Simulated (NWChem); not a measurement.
# CH2I2 (diiodomethane): SVWN5/def2-TZVPP (core potential)

What is the vertical ionisation energy of CH2I2 (diiodomethane) at SVWN5/def2-TZVPP (core potential)? 

Program for the calculation: NWChem 7.3.0.

### 1 The molecule

The species is CH2I2 (5 atoms), meant as a singlet with charge 0. SMILES: `ICI`. The coordinates come from a PBE0-D4/def2-TZVP relaxation.

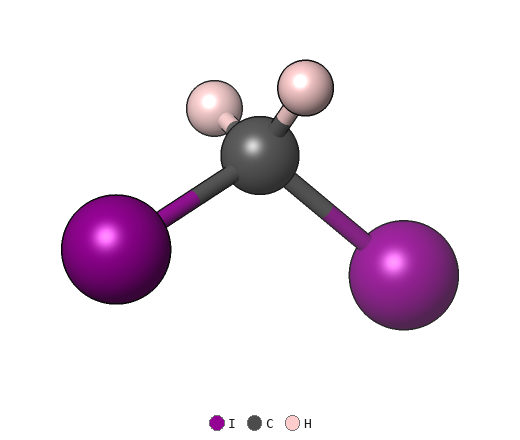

Viewed from a chosen angle; iodine purple, carbon dark grey, hydrogen pink.

### 2 A single-point energy at SVWN5/def2-TZVPP (core potential)

File ch2i2.nw:

```
start ch2i2
memory stack 880 mb heap 220 mb global 1100 mb
charge 0
geometry noautosym nocenter noautoz
  I       -0.649400      -0.998600       1.624400
  C       -0.133200       0.090700      -0.122200
  I        1.923900       0.045000      -0.642100
  H       -0.403500       1.126400       0.047700
  H       -0.688000      -0.337100      -0.949100
end
basis spherical bse
  I library def2-TZVPP
  C library def2-TZVPP
  H library def2-TZVPP
end
ecp bse
  I library def2-TZVPP
end
dft
  xc slater vwn_5
  grid fine
  convergence energy 1e-08
  maxiter 100
  mulliken
  noprint "final vectors analysis"
end
task dft energy
```

Started as:

```bash
$ nwchem ch2i2.nw > ch2i2.out
```

Log:

```text
[...]
          Wavefunction type:  closed shell.
          No. of atoms     :     5
          No. of electrons :    58
[...]
          Charge           :     0
          Spin multiplicity:     1
[...]
          AO basis - number of functions:   159
[...]
              XC Information
              --------------
                        Slater Exchange Functional  1.000 local
                      VWN V Correlation Functional  1.000 local
[...]
 d= 0,ls=0.0,diis     1   -633.4661328016 -8.27D+02  9.64D-03  9.10D-01     7.2
[...]
 d= 0,ls=0.0,diis    10   -633.5494812513 -3.95D-09  4.14D-07  1.54D-08    54.0
         Total DFT energy =     -633.549481251293
      One electron energy =    -1472.952441132475
           Coulomb energy =      695.585809842652
    Exchange-Corr. energy =      -49.325653825714
 Nuclear repulsion energy =      193.142803864244
[...]
      Total Density - Mulliken Population Analysis
     ---------------------------------------------
    Atom       Charge   Shell Charges
 -----------   ------   -------------------------------------------------------
    1 I   25    25.00   0.19 -0.79  1.63  0.99  1.23  0.70 -0.49  6.42  1.48  2.56  1.01  9.13  0.87  0.06  0.00  0.01
    2 C    6     6.50   0.84  1.13  0.52  0.72  0.08  1.26  1.44  0.41  0.01  0.09  0.00
    3 I   25    25.00   0.19 -0.79  1.63  0.99  1.23  0.70 -0.49  6.42  1.48  2.56  1.01  9.13  0.87  0.06  0.00  0.01
    4 H    1     0.75   0.26  0.38  0.07  0.01  0.02  0.00
    5 H    1     0.75   0.26  0.38  0.07  0.01  0.02  0.00
[...]
```

Wall time 55 s (1 thread of Intel Xeon Platinum 8488C (Sapphire Rapids), shared host); peak memory 0.13 GiB.

### 3 The doublet cation

File job.nw:

```
start job
title "CH2I2 energy"
memory stack 880 mb heap 220 mb global 1100 mb
charge 1

geometry units bohr noautosym nocenter noautoz
  I   -1.22718815  -1.88708051   3.06967112
  C   -0.25171152   0.17139816  -0.23092453
  I    3.63564409   0.08503768  -1.21339314
  H   -0.76250449   2.12858751   0.09013994
  H   -1.30013157  -0.63702668  -1.79353906
end

basis spherical bse
  * library def2-TZVPP
end

ecp bse
  I library def2-TZVPP
end

dft
  xc slater vwn_5
  mult 2
  grid fine
  convergence energy 1e-08
  maxiter 100
  mulliken
  noprint "final vectors analysis"
end

task dft energy
```

Started as:

```bash
$ nwchem job.nw > job.out
```

Log:

```text
[...]
          Wavefunction type:  spin polarized.
          No. of atoms     :     5
          No. of electrons :    57
[...]
          Charge           :     1
          Spin multiplicity:     2
[...]
          AO basis - number of functions:   159
[...]
              XC Information
              --------------
                        Slater Exchange Functional  1.000 local
                      VWN V Correlation Functional  1.000 local
[...]
 d= 0,ls=0.0,diis     1   -633.0723669948 -8.26D+02  4.82D-03  5.12D-01     9.2
[...]
 d= 0,ls=0.5,diis    21   -633.2061129715 -6.10D-09  1.07D-07  4.72D-10   143.5
[...]
         Total DFT energy =     -633.206112975101
      One electron energy =    -1460.107617439726
           Coulomb energy =      682.795488587192
    Exchange-Corr. energy =      -49.036774026220
 Nuclear repulsion energy =      193.142789903654
[...]
      Total Density - Mulliken Population Analysis
     ---------------------------------------------
    Atom       Charge   Shell Charges
 -----------   ------   -------------------------------------------------------
    1 I   25    24.56   0.19 -0.79  1.63  0.99  1.27  0.68 -0.49  6.42  1.43  2.51  0.65  9.13  0.87  0.06  0.00  0.01
    2 C    6     6.47   0.84  1.13  0.52  0.73  0.07  1.26  1.45  0.39  0.01  0.08  0.00
    3 I   25    24.56   0.19 -0.79  1.63  0.99  1.27  0.68 -0.49  6.42  1.43  2.51  0.65  9.13  0.87  0.06  0.00  0.01
    4 H    1     0.70   0.25  0.37  0.05  0.01  0.03  0.00
    5 H    1     0.70   0.25  0.37  0.05  0.01  0.03  0.00
[...]
      <S2> =      0.7506 (Exact =     0.7500)
[...]
```

Run time: 2.5 min. Hardware: 1 thread of Intel Xeon Platinum 8488C (Sapphire Rapids), shared host; peak memory 0.13 GiB.

### 4 What came out

At SVWN5/def2-TZVPP (core potential):

| quantity | value |
| --- | --- |
| singlet CH2I2: total energy | -633.54948 Eh |
| singlet CH2I2: dipole moment | 1.14 D |
| doublet cation: total energy | -633.20611 Eh |
| doublet cation: ⟨S²⟩ | 0.751 |
| vertical ionisation energy (to the doublet cation) | 9.344 eV |

What this shows: Removing an electron at fixed nuclei costs 9.34 eV (902 kJ/mol). Mulliken charges (singlet CH2I2) run from -0.50 on C2 to +0.25 on H4. Mulliken charges (doublet cation) run from -0.47 on C2 to +0.44 on I1.
